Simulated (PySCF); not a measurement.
# C₂H₇BO: NMR shifts at several levels of theory, part 1 of 2

Aim: compute the NMR shifts of C₂H₇BO (`BCOC`) at several levels, and see how far they spread and what each costs.

Programs: PySCF 2.14.0, with density-fitted response routines of our own. Each step states its level of theory. These are calculated values for one molecule in the gas phase, unless marked as measured. Atoms count from 0, in the outputs and in this text.

## Step 1: The molecule as given

11 atoms, charge 0, multiplicity 1; geometry from: PBE0-D3(BJ)/def2-SVP.

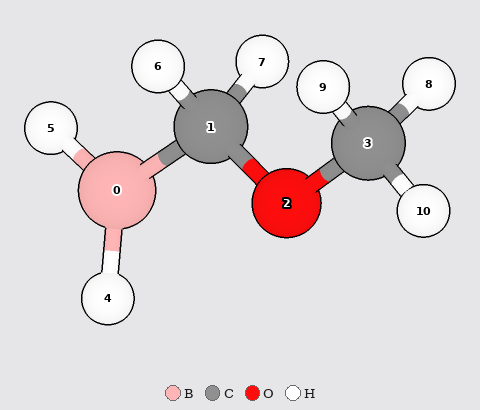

As it starts; boron pink, carbon grey, oxygen red, hydrogen white, atoms numbered.

## Step 2: NMR shieldings: PBE0/pcSseg-2

The job: settings as JSON, then the geometry in Å.

```
{"job": {"kind": "nmr", "xc": "PBE0", "basis": "pcSseg-2", "pop": false}, "charge": 0, "multiplicity": 1}
B      1.944880     0.335835    -0.279237
C      0.538334     0.162387     0.352891
O     -0.452700    -0.275962    -0.523883
C     -1.705132    -0.403276     0.067755
H      2.148339     0.151748    -1.454586
H      2.848965     0.683686     0.445851
H      0.283100     1.152726     0.809163
H      0.633613    -0.504982     1.243719
H     -1.701887    -1.138114     0.898989
H     -2.075196     0.560288     0.474745
H     -2.412153    -0.750219    -0.699223
```

Level: GIAO PBE0/pcSseg-2 NMR shielding, non-relativistic, gas phase.

On the command line:

```sh
$ OMP_NUM_THREADS=1 python probes_run.py task.json out
```

One launch serves the whole session: the jobs run in the order shown.

Standard output:

```text
coarse grid: 8688 points
cycle   1  E = -180.2427891502  dE =  2.087e-01  |g| = 5.265e-01  |ddm| = 1.981e+00
cycle   2  E = -180.1742082612  dE =  6.858e-02  |g| = 8.073e-01  |ddm| = 1.021e+00
cycle   3  E = -180.2963948454  dE = -1.222e-01  |g| = 6.667e-02  |ddm| = 6.881e-01
cycle   4  E = -180.2971156132  dE = -7.208e-04  |g| = 2.042e-02  |ddm| = 4.024e-02
cycle   5  E = -180.2972156363  dE = -1.000e-04  |g| = 5.822e-03  |ddm| = 1.741e-02
cycle   6  E = -180.2972229775  dE = -7.341e-06  |g| = 1.163e-03  |ddm| = 4.225e-03
final grid: 82440 points
cycle   7  E = -180.2979834631  dE = -6.881e-05  |g| = 9.300e-03  |ddm| = 2.853e-02
cycle   8  E = -180.2979720353  dE =  1.143e-05  |g| = 1.247e-02  |ddm| = 1.012e-02
cycle   9  E = -180.2980003537  dE = -2.832e-05  |g| = 1.258e-03  |ddm| = 5.857e-03
cycle  10  E = -180.2980006908  dE = -3.371e-07  |g| = 1.712e-04  |ddm| = 1.008e-03
cycle  11  E = -180.2980006965  dE = -5.703e-09  |g| = 5.579e-05  |ddm| = 1.616e-04
cycle  12  E = -180.2980006973  dE = -7.963e-10  |g| = 7.963e-06  |ddm| = 4.454e-05
converged SCF energy = -180.2980006973

GIAO shielding tensors (ppm)
atom      isotropic    diamagn.    paramagn.     s11        s22        s33       span
  0 B        8.940     191.012    -182.073    -69.392    -25.155    121.367    190.759
  1 C      101.318     244.047    -142.730     70.090     85.658    148.206     78.116
  2 O      315.951     389.216     -73.264    296.651    316.769    334.434     37.783
  3 C      120.672     239.844    -119.172     89.137     92.384    180.496     91.360
  4 H       23.565      28.974      -5.409     16.316     27.180     27.199     10.884
  5 H       23.839      28.467      -4.629     16.968     26.788     27.760     10.792
  6 H       27.330      29.981      -2.651     23.141     25.942     32.908      9.767
  7 H       27.152      29.933      -2.781     23.065     25.654     32.738      9.673
  8 H       28.137      29.250      -1.114     24.981     26.171     33.258      8.277
  9 H       28.150      29.330      -1.180     24.980     26.211     33.260      8.281
 10 H       27.571      28.244      -0.673     23.939     25.613     33.161      9.223
```

Run time: 18 s. Hardware: 1 thread of Arm Neoverse V2, shared host; peak memory 0.87 GiB.

The references, computed at this level on geometries of the same kind, shield at (ppm): 1H TMS 31.25, 13C TMS 184.1, 17O H2O 328.2, 11B BF3·OEt2 99.1. Their shielding less the atom's gives the shift. The references are single molecules in the gas phase, so shifts against H2O, NH3, PH3, H3PO4 or CFCl3 are not on the usual liquid scales and can be off by tens of ppm. Atoms listed in one row are averaged.

| atoms | environment | σ (ppm) | δ (ppm) |
| --- | --- | --- | --- |
| C1 | sp3 CH2 bonded to B and O | 101.3 | 82.8 |
| C3 | methyl carbon bonded to O | 120.7 | 63.5 |
| H4, H5 | hydrogen on a boron bonded to C | 23.70 | 7.54 |
| H6, H7 | hydrogen on an sp3 CH2 bonded to B and O | 27.24 | 4.00 |
| H8, H9, H10 | hydrogen on a methyl carbon bonded to O | 27.95 | 3.29 |
| B0 | boron bonded to C, 2 H | 8.9 | 90.1 |
| O2 | ether oxygen | 316.0 | 12.2 |

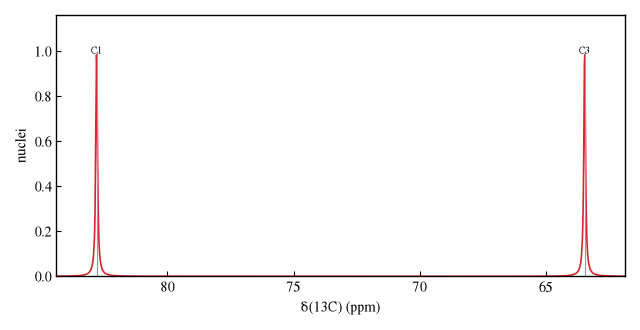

13C lines at the computed shifts, without couplings. Lines are broadened to a width of 0.08 ppm (Lorentzian).

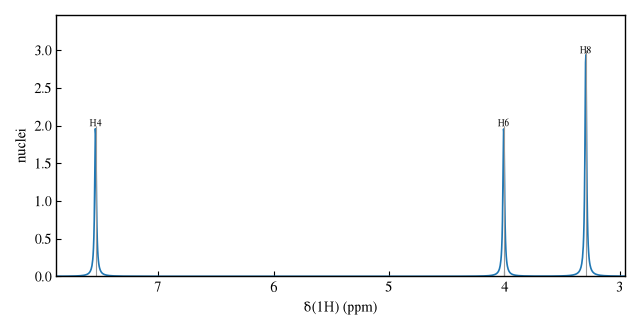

1H lines at the computed shifts, without couplings. Lines are broadened to a width of 0.02 ppm (Lorentzian).

## Step 3: NMR shieldings: mPW1PW91/pcSseg-2

Same as in step 2 but for these lines:

```diff
@@ -1,2 +1,2 @@
-{"job": {"kind": "nmr", "xc": "PBE0", "basis": "pcSseg-2", "pop": false}, "charge": 0, "multiplicity": 1}
+{"job": {"kind": "nmr", "xc": "mPW1PW91", "basis": "pcSseg-2", "pop": false}, "charge": 0, "multiplicity": 1}
 B      1.944880     0.335835    -0.279237
```

With the program's defaults for keys left out, this is: GIAO mPW1PW91/pcSseg-2 NMR shielding, non-relativistic, gas phase.

Standard output:

```text
coarse grid: 8688 points
cycle   1  E = -180.4154763133  dE =  2.086e-01  |g| = 5.419e-01  |ddm| = 1.972e+00
cycle   2  E = -180.3423492752  dE =  7.313e-02  |g| = 8.316e-01  |ddm| = 1.051e+00
cycle   3  E = -180.4715650085  dE = -1.292e-01  |g| = 6.720e-02  |ddm| = 7.183e-01
cycle   4  E = -180.4722948715  dE = -7.299e-04  |g| = 2.072e-02  |ddm| = 3.988e-02
cycle   5  E = -180.4723973162  dE = -1.024e-04  |g| = 5.957e-03  |ddm| = 1.746e-02
cycle   6  E = -180.4724050718  dE = -7.756e-06  |g| = 1.138e-03  |ddm| = 4.316e-03
final grid: 82440 points
cycle   7  E = -180.4734136010  dE = -6.752e-05  |g| = 6.835e-03  |ddm| = 2.831e-02
cycle   8  E = -180.4734085212  dE =  5.080e-06  |g| = 8.808e-03  |ddm| = 7.713e-03
cycle   9  E = -180.4734231756  dE = -1.465e-05  |g| = 9.513e-04  |ddm| = 4.175e-03
cycle  10  E = -180.4734233530  dE = -1.774e-07  |g| = 2.188e-04  |ddm| = 7.977e-04
cycle  11  E = -180.4734233627  dE = -9.708e-09  |g| = 4.820e-05  |ddm| = 1.901e-04
cycle  12  E = -180.4734233633  dE = -5.811e-10  |g| = 7.178e-06  |ddm| = 3.740e-05
converged SCF energy = -180.4734233633

GIAO shielding tensors (ppm)
atom      isotropic    diamagn.    paramagn.     s11        s22        s33       span
  0 B        9.876     191.439    -181.563    -67.647    -23.701    120.977    188.624
  1 C      101.250     244.218    -142.968     70.214     85.393    148.143     77.929
  2 O      315.733     389.123     -73.389    296.669    316.660    333.871     37.202
  3 C      120.099     240.200    -120.101     88.799     91.909    179.588     90.789
  4 H       23.687      29.037      -5.350     16.521     27.246     27.294     10.773
  5 H       23.966      28.552      -4.585     17.189     26.880     27.830     10.641
  6 H       27.408      30.039      -2.631     23.248     26.000     32.977      9.729
  7 H       27.232      29.983      -2.752     23.171     25.713     32.811      9.640
  8 H       28.195      29.269      -1.074     25.063     26.219     33.302      8.239
  9 H       28.208      29.351      -1.143     25.063     26.257     33.305      8.242
 10 H       27.641      28.245      -0.604     24.021     25.682     33.221      9.200
```

Wall time 18 s (1 thread of Arm Neoverse V2, shared host); peak memory 0.88 GiB.

In short: δ C1 82.3, C3 63.4, B0 89.2, O2 11.4, H4 7.47, H6 3.97 ppm (means over like atoms).

## Step 4: Nuclear shieldings: WP04/pcSseg-2

Same as in step 3 but for these lines:

```diff
@@ -1,2 +1,2 @@
-{"job": {"kind": "nmr", "xc": "mPW1PW91", "basis": "pcSseg-2", "pop": false}, "charge": 0, "multiplicity": 1}
+{"job": {"kind": "nmr", "xc": "WP04", "basis": "pcSseg-2", "pop": false}, "charge": 0, "multiplicity": 1}
 B      1.944880     0.335835    -0.279237
```

Method: GIAO WP04/pcSseg-2 NMR shielding, non-relativistic, gas phase.

Standard output:

```text
coarse grid: 8688 points
cycle   1  E = -184.7914130865  dE =  1.624e-01  |g| = 8.425e-01  |ddm| = 1.907e+00
cycle   2  E = -184.4718824949  dE =  3.195e-01  |g| = 1.509e+00  |ddm| = 1.992e+00
cycle   3  E = -184.9211637051  dE = -4.493e-01  |g| = 1.466e-01  |ddm| = 1.643e+00
cycle   4  E = -184.9243422170  dE = -3.179e-03  |g| = 6.686e-02  |ddm| = 1.003e-01
cycle   5  E = -184.9253855250  dE = -1.043e-03  |g| = 1.361e-02  |ddm| = 4.728e-02
cycle   6  E = -184.9254270345  dE = -4.151e-05  |g| = 2.395e-03  |ddm| = 9.811e-03
cycle   7  E = -184.9254285292  dE = -1.495e-06  |g| = 5.952e-04  |ddm| = 2.388e-03
final grid: 82440 points
cycle   8  E = -184.9307451988  dE = -1.250e-04  |g| = 8.112e-03  |ddm| = 4.015e-02
cycle   9  E = -184.9307354941  dE =  9.705e-06  |g| = 1.085e-02  |ddm| = 1.009e-02
cycle  10  E = -184.9307594504  dE = -2.396e-05  |g| = 1.396e-03  |ddm| = 5.476e-03
cycle  11  E = -184.9307597679  dE = -3.175e-07  |g| = 5.302e-04  |ddm| = 1.193e-03
cycle  12  E = -184.9307598224  dE = -5.450e-08  |g| = 1.081e-04  |ddm| = 3.798e-04
cycle  13  E = -184.9307598253  dE = -2.934e-09  |g| = 1.163e-05  |ddm| = 8.555e-05
cycle  14  E = -184.9307598254  dE = -3.729e-11  |g| = 3.250e-06  |ddm| = 1.115e-05
converged SCF energy = -184.9307598254

GIAO shielding tensors (ppm)
atom      isotropic    diamagn.    paramagn.     s11        s22        s33       span
  0 B       10.626     190.637    -180.011    -60.461    -19.923    112.262    172.723
  1 C       93.608     242.048    -148.440     64.412     73.658    142.752     78.339
  2 O      299.321     390.401     -91.080    276.702    302.811    318.450     41.748
  3 C      108.076     239.343    -131.267     78.124     79.712    166.394     88.270
  4 H       25.037      29.768      -4.730     18.673     28.015     28.423      9.750
  5 H       25.326      29.125      -3.798     19.452     27.939     28.589      9.137
  6 H       27.984      30.343      -2.359     24.152     26.459     33.342      9.189
  7 H       27.834      30.289      -2.455     24.075     26.206     33.222      9.147
  8 H       28.612      29.568      -0.957     25.710     26.639     33.486      7.776
  9 H       28.623      29.661      -1.038     25.712     26.669     33.488      7.776
 10 H       28.158      28.560      -0.402     24.774     26.206     33.493      8.720
```

It took 19 s on 1 thread of Arm Neoverse V2, shared host; peak memory 0.88 GiB.

This run: δ C1 78.5, C3 64.0, B0 83.6, O2 14.7, H4 6.43, H6 3.70 ppm (means over like atoms).

## Step 5: Nuclear shieldings: B97-2/pcSseg-2

Same as in step 4 but for these lines:

```diff
@@ -1,2 +1,2 @@
-{"job": {"kind": "nmr", "xc": "WP04", "basis": "pcSseg-2", "pop": false}, "charge": 0, "multiplicity": 1}
+{"job": {"kind": "nmr", "xc": "B97-2", "basis": "pcSseg-2", "pop": false}, "charge": 0, "multiplicity": 1}
 B      1.944880     0.335835    -0.279237
```

With the program's defaults for keys left out, this is: GIAO B97-2/pcSseg-2 NMR shielding, non-relativistic, gas phase.

Standard output:

```text
coarse grid: 8688 points
cycle   1  E = -180.3937727705  dE =  1.931e-01  |g| = 5.541e-01  |ddm| = 1.983e+00
cycle   2  E = -180.3051869073  dE =  8.859e-02  |g| = 8.800e-01  |ddm| = 1.131e+00
cycle   3  E = -180.4528054168  dE = -1.476e-01  |g| = 6.917e-02  |ddm| = 7.939e-01
cycle   4  E = -180.4535934614  dE = -7.880e-04  |g| = 2.246e-02  |ddm| = 4.294e-02
cycle   5  E = -180.4537133495  dE = -1.199e-04  |g| = 6.443e-03  |ddm| = 1.869e-02
cycle   6  E = -180.4537225762  dE = -9.227e-06  |g| = 1.205e-03  |ddm| = 4.783e-03
final grid: 82440 points
cycle   7  E = -180.4552652530  dE = -8.872e-05  |g| = 4.747e-03  |ddm| = 3.280e-02
cycle   8  E = -180.4552619463  dE =  3.307e-06  |g| = 6.578e-03  |ddm| = 5.747e-03
cycle   9  E = -180.4552697564  dE = -7.810e-06  |g| = 6.694e-04  |ddm| = 3.213e-03
cycle  10  E = -180.4552698390  dE = -8.258e-08  |g| = 2.890e-04  |ddm| = 7.136e-04
cycle  11  E = -180.4552698577  dE = -1.874e-08  |g| = 4.614e-05  |ddm| = 2.289e-04
cycle  12  E = -180.4552698582  dE = -5.296e-10  |g| = 7.710e-06  |ddm| = 3.649e-05
converged SCF energy = -180.4552698582

GIAO shielding tensors (ppm)
atom      isotropic    diamagn.    paramagn.     s11        s22        s33       span
  0 B       15.170     191.417    -176.246    -59.173    -16.305    120.989    180.161
  1 C      102.922     244.414    -141.492     72.469     86.153    150.144     77.675
  2 O      313.470     389.927     -76.457    294.019    314.891    331.501     37.483
  3 C      120.360     240.390    -120.030     89.530     92.274    179.276     89.746
  4 H       23.926      29.190      -5.263     16.995     27.379     27.405     10.410
  5 H       24.212      28.598      -4.386     17.698     26.989     27.949     10.251
  6 H       27.488      30.203      -2.715     23.386     26.043     33.035      9.649
  7 H       27.318      30.136      -2.818     23.311     25.767     32.875      9.565
  8 H       28.252      29.370      -1.118     25.121     26.294     33.341      8.220
  9 H       28.266      29.463      -1.197     25.121     26.332     33.344      8.223
 10 H       27.705      28.249      -0.545     24.112     25.739     33.263      9.152
```

It took 19 s on 1 thread of Arm Neoverse V2, shared host; peak memory 0.88 GiB.

In short: δ C1 80.5, C3 63.1, B0 85.0, O2 12.8, H4 7.29, H6 3.96 ppm (means over like atoms).

## Step 6: NMR shieldings: BHandHLYP/pcSseg-2

Same as in step 5 but for these lines:

```diff
@@ -1,2 +1,2 @@
-{"job": {"kind": "nmr", "xc": "B97-2", "basis": "pcSseg-2", "pop": false}, "charge": 0, "multiplicity": 1}
+{"job": {"kind": "nmr", "xc": "BHandHLYP", "basis": "pcSseg-2", "pop": false}, "charge": 0, "multiplicity": 1}
 B      1.944880     0.335835    -0.279237
```

Method: GIAO BHandHLYP/pcSseg-2 NMR shielding, non-relativistic, gas phase.

Standard output:

```text
coarse grid: 8688 points
cycle   1  E = -180.3620387703  dE =  2.762e-01  |g| = 5.105e-01  |ddm| = 1.955e+00
cycle   2  E = -180.3551405432  dE =  6.898e-03  |g| = 5.760e-01  |ddm| = 6.611e-01
cycle   3  E = -180.4128698117  dE = -5.773e-02  |g| = 4.972e-02  |ddm| = 3.718e-01
cycle   4  E = -180.4133221678  dE = -4.524e-04  |g| = 9.458e-03  |ddm| = 2.977e-02
cycle   5  E = -180.4133425939  dE = -2.043e-05  |g| = 1.959e-03  |ddm| = 9.268e-03
cycle   6  E = -180.4133435835  dE = -9.896e-07  |g| = 5.560e-04  |ddm| = 1.963e-03
final grid: 82440 points
cycle   7  E = -180.4165221046  dE = -2.978e-05  |g| = 2.460e-03  |ddm| = 1.990e-02
cycle   8  E = -180.4165226489  dE = -5.443e-07  |g| = 1.891e-03  |ddm| = 2.892e-03
cycle   9  E = -180.4165234513  dE = -8.024e-07  |g| = 1.927e-04  |ddm| = 1.102e-03
cycle  10  E = -180.4165234563  dE = -4.961e-09  |g| = 1.236e-04  |ddm| = 1.786e-04
cycle  11  E = -180.4165234591  dE = -2.782e-09  |g| = 1.913e-05  |ddm| = 8.784e-05
cycle  12  E = -180.4165234592  dE = -8.191e-11  |g| = 4.777e-06  |ddm| = 1.486e-05
converged SCF energy = -180.4165234592

GIAO shielding tensors (ppm)
atom      isotropic    diamagn.    paramagn.     s11        s22        s33       span
  0 B       15.369     189.489    -174.120    -57.869    -17.309    121.285    179.154
  1 C      105.322     241.381    -136.060     75.187     89.207    151.572     76.385
  2 O      323.613     389.585     -65.973    304.934    326.639    339.264     34.330
  3 C      122.484     236.510    -114.027     92.000     95.492    179.958     87.958
  4 H       24.133      28.949      -4.816     17.464     27.286     27.648     10.184
  5 H       24.438      28.558      -4.120     18.211     27.197     27.905      9.693
  6 H       27.812      30.093      -2.281     23.605     26.429     33.402      9.796
  7 H       27.630      30.047      -2.417     23.519     26.129     33.243      9.724
  8 H       28.390      29.287      -0.897     25.325     26.341     33.504      8.179
  9 H       28.402      29.351      -0.949     25.331     26.371     33.505      8.174
 10 H       27.830      28.402      -0.571     24.134     25.879     33.478      9.344
```

Run time: 19 s. Hardware: 1 thread of Arm Neoverse V2, shared host; peak memory 0.88 GiB.

This run: δ C1 78.9, C3 61.8, B0 88.2, O2 3.0, H4 7.16, H6 3.73 ppm (means over like atoms).

## Step 7: Nuclear shieldings: CAM-B3LYP/pcSseg-2

Same as in step 6 but for these lines:

```diff
@@ -1,2 +1,2 @@
-{"job": {"kind": "nmr", "xc": "BHandHLYP", "basis": "pcSseg-2", "pop": false}, "charge": 0, "multiplicity": 1}
+{"job": {"kind": "nmr", "xc": "CAM-B3LYP", "basis": "pcSseg-2", "pop": false}, "charge": 0, "multiplicity": 1}
 B      1.944880     0.335835    -0.279237
```

Method: GIAO CAM-B3LYP/pcSseg-2 NMR shielding, non-relativistic, gas phase.

Standard output:

```text
coarse grid: 8688 points
cycle   1  E = -180.3687078650  dE =  2.798e-01  |g| = 5.632e-01  |ddm| = 1.960e+00
cycle   2  E = -180.3372364408  dE =  3.147e-02  |g| = 7.297e-01  |ddm| = 7.874e-01
cycle   3  E = -180.4275475308  dE = -9.031e-02  |g| = 4.839e-02  |ddm| = 4.596e-01
cycle   4  E = -180.4279497027  dE = -4.022e-04  |g| = 1.017e-02  |ddm| = 2.811e-02
cycle   5  E = -180.4279743575  dE = -2.465e-05  |g| = 3.010e-03  |ddm| = 1.146e-02
cycle   6  E = -180.4279766319  dE = -2.274e-06  |g| = 8.082e-04  |ddm| = 2.592e-03
final grid: 82440 points
cycle   7  E = -180.4323737817  dE = -4.930e-05  |g| = 3.761e-03  |ddm| = 2.119e-02
cycle   8  E = -180.4323745261  dE = -7.443e-07  |g| = 3.318e-03  |ddm| = 4.160e-03
cycle   9  E = -180.4323768797  dE = -2.354e-06  |g| = 3.459e-04  |ddm| = 1.770e-03
cycle  10  E = -180.4323768881  dE = -8.385e-09  |g| = 2.632e-04  |ddm| = 3.103e-04
cycle  11  E = -180.4323769003  dE = -1.219e-08  |g| = 2.177e-05  |ddm| = 1.647e-04
cycle  12  E = -180.4323769004  dE = -1.085e-10  |g| = 5.800e-06  |ddm| = 2.124e-05
converged SCF energy = -180.4323769004

GIAO shielding tensors (ppm)
atom      isotropic    diamagn.    paramagn.     s11        s22        s33       span
  0 B        4.293     189.080    -184.787    -75.168    -31.832    119.878    195.047
  1 C       99.133     240.835    -141.702     67.479     83.107    146.813     79.334
  2 O      318.398     388.698     -70.300    299.019    320.366    335.809     36.791
  3 C      118.714     236.032    -117.319     86.536     90.132    179.474     92.938
  4 H       23.699      28.763      -5.064     16.471     27.204     27.422     10.951
  5 H       23.985      28.517      -4.532     17.143     26.998     27.815     10.672
  6 H       27.472      29.766      -2.294     23.214     26.142     33.059      9.845
  7 H       27.290      29.764      -2.474     23.135     25.851     32.885      9.750
  8 H       28.159      29.144      -0.985     25.016     26.225     33.235      8.219
  9 H       28.172      29.187      -1.015     25.015     26.264     33.238      8.223
 10 H       27.586      28.510      -0.923     23.978     25.681     33.100      9.123
```

It took 25 s on 1 thread of Arm Neoverse V2, shared host; peak memory 1.1 GiB.

Key values: δ C1 83.4, C3 63.8, B0 93.6, O2 11.4, H4 7.49, H6 3.96 ppm (means over like atoms).

## Step 8: NMR shieldings: wB97X-D/pcSseg-2

Same as in step 7 but for these lines:

```diff
@@ -1,2 +1,2 @@
-{"job": {"kind": "nmr", "xc": "CAM-B3LYP", "basis": "pcSseg-2", "pop": false}, "charge": 0, "multiplicity": 1}
+{"job": {"kind": "nmr", "xc": "wB97X-D", "basis": "pcSseg-2", "pop": false}, "charge": 0, "multiplicity": 1}
 B      1.944880     0.335835    -0.279237
```

Level: GIAO wB97X-D/pcSseg-2 NMR shielding, non-relativistic, gas phase.

Standard output:

```text
coarse grid: 8688 points
cycle   1  E = -180.4032872620  dE =  3.029e-01  |g| = 5.665e-01  |ddm| = 1.969e+00
cycle   2  E = -180.3903844321  dE =  1.290e-02  |g| = 6.644e-01  |ddm| = 6.686e-01
cycle   3  E = -180.4634247222  dE = -7.304e-02  |g| = 4.319e-02  |ddm| = 3.557e-01
cycle   4  E = -180.4637981196  dE = -3.734e-04  |g| = 9.361e-03  |ddm| = 3.192e-02
cycle   5  E = -180.4638234284  dE = -2.531e-05  |g| = 2.102e-03  |ddm| = 1.222e-02
cycle   6  E = -180.4638248262  dE = -1.398e-06  |g| = 8.013e-04  |ddm| = 2.582e-03
final grid: 82440 points
cycle   7  E = -180.4636018552  dE = -1.450e-04  |g| = 4.437e-03  |ddm| = 3.981e-02
cycle   8  E = -180.4636047559  dE = -2.901e-06  |g| = 3.188e-03  |ddm| = 6.100e-03
cycle   9  E = -180.4636067785  dE = -2.023e-06  |g| = 6.065e-04  |ddm| = 1.739e-03
cycle  10  E = -180.4636068459  dE = -6.746e-08  |g| = 3.792e-04  |ddm| = 6.034e-04
cycle  11  E = -180.4636068740  dE = -2.806e-08  |g| = 5.102e-05  |ddm| = 2.427e-04
cycle  12  E = -180.4636068758  dE = -1.784e-09  |g| = 1.976e-05  |ddm| = 8.818e-05
cycle  13  E = -180.4636068760  dE = -2.789e-10  |g| = 5.856e-06  |ddm| = 3.133e-05
converged SCF energy = -180.4636068760

GIAO shielding tensors (ppm)
atom      isotropic    diamagn.    paramagn.     s11        s22        s33       span
  0 B       14.590     191.261    -176.671    -60.012    -18.270    122.051    182.062
  1 C      103.668     243.848    -140.180     73.111     86.726    151.167     78.055
  2 O      320.639     389.240     -68.600    300.302    323.340    338.275     37.973
  3 C      120.975     239.398    -118.423     89.627     92.999    180.298     90.672
  4 H       23.910      28.918      -5.007     17.018     27.257     27.455     10.437
  5 H       24.204      28.488      -4.284     17.735     27.018     27.859     10.124
  6 H       27.540      30.237      -2.698     23.380     26.117     33.121      9.741
  7 H       27.367      30.187      -2.820     23.306     25.831     32.965      9.660
  8 H       28.248      29.338      -1.090     25.119     26.241     33.384      8.265
  9 H       28.259      29.414      -1.155     25.119     26.273     33.384      8.264
 10 H       27.713      28.241      -0.528     24.076     25.748     33.316      9.239
```

It took 25 s on 1 thread of Arm Neoverse V2, shared host; peak memory 1 GiB.

In short: δ C1 80.7, C3 63.4, B0 85.4, O2 6.2, H4 7.30, H6 3.90 ppm (means over like atoms).

(Continued in part 2 of 2.)
